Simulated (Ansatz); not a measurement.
# A thicker film of BaTiO3 (001), BaO faces from four thinner ones

In a field along its normal an insulating film takes a dipole p. Written as a length, p/(ε₀AE), it should grow by 1 − 1/ε for each ångström added.

**Method.** Ansatz 0.2.0, plane waves with PAW datasets (its set soft_2), PBEsol; perovskite films relaxed at a bulk in-plane lattice constant near the measured one, then held in weak fields of both signs with a dipole correction (A is the cell's area, E the outer field).

| run | distance between the outer atoms (Å) | p/(ε₀AE) (Å) |
| --- | --- | --- |
| 2 units | 7.835 | 9.057 |
| 3 units | 11.789 | 12.389 |
| 4 units | 15.739 | 15.750 |
| 5 units | 19.690 | 19.115 |
| 6 units | 23.638 | ? |

Q: Estimate the withheld value from the rows shown.

A least-squares line through the 4 rows shown has slope 0.8487 and intercept 2.3969; no row lies more than 0.013 Å off it. That slope means ε = 1/(1 − 0.8487) = 6.61. At 23.638 it gives 0.8487 × 23.638 + 2.3969 = 22.458 Å, beyond the rows fitted. Rounding and scatter of the rows alone allow about ±0.022 Å there.

The run itself gives 22.482 Å: a miss of +0.024 Å, or 0.1 % of the value. The length is met to within 1 %, though ε is more sensitive than the length: the two thickest films give ε = 6.80.

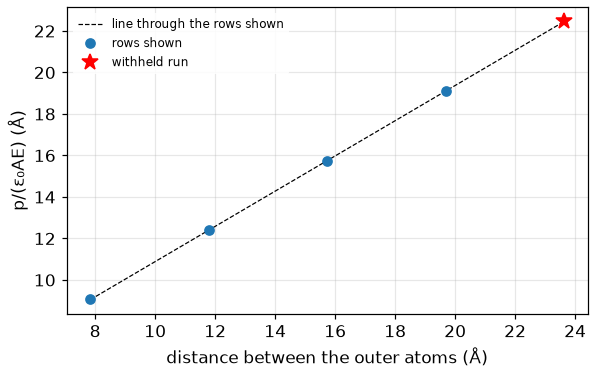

The fit and the withheld run.

**Limits.** This is the electronic response alone. A unit is one step of the cut along the normal (a plane, a pair of planes or a cell), and the layers relax along it, away from their bulk spacing where the functional's lattice constant differs from the one held.
